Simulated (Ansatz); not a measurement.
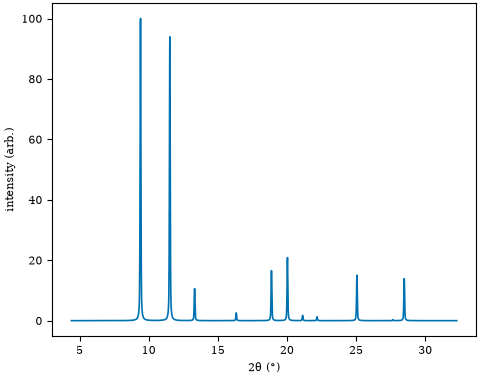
*Simulated powder pattern, Ag Kα, λ = 0.560885 Å*

The pattern belongs to a structure relaxed with PBE (plane waves, PAW; program Ansatz).

**Question.** Which of these materials gives this?
A. SiC, 4H polytype
B. WC, P-6m2 (W on 1a, C on 1f)
C. C, Pn-3m (C on 2a, C on 8e)
D. SiC, 6H polytype

**Answer.** C, C, Pn-3m (C on 2a, C on 8e)

The start of the workflow was typed in or built on a structure type; neither database checked (COD, Materials Project) lists it. It is not the phase usual at ambient conditions (space group No. 194, 227). The PBE relaxation kept the symmetry of its start; whether a distortion lowers the energy is not shown.

Potentials: the earlier of the program's two PAW sets.
